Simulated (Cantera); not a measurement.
A closed system holds: 1 mol SiCl₄, a varied amount of H₂, held at 1748 K and 705 Torr.

Cantera equilibrium calculation (NASA polynomials, part measured and part estimated; ideal gas, pure solids and liquids). Candidate condensed phases: Si; 19 gas species. The tables' values for SiCl₃, SiCl are old estimates; treat these amounts as uncertain. Gases not in the tables: Si₂H₆ and higher silanes. The numbers say what is thermodynamically allowed, not how fast it happens.

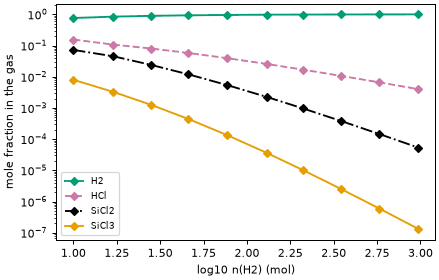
Figure: Equilibrium gas composition (values under 1e-9 drawn at 1e-9)

At 10 mol H₂ nothing is condensed. From 17 mol H₂ to 970 mol H₂ the condensed part is Si(l). The main Si-bearing gas is SiCl₂ throughout. The share of Si in condensed phases is highest at 970 mol H₂ (92.1 %) and lowest at 10 mol H₂ (0.0 %).
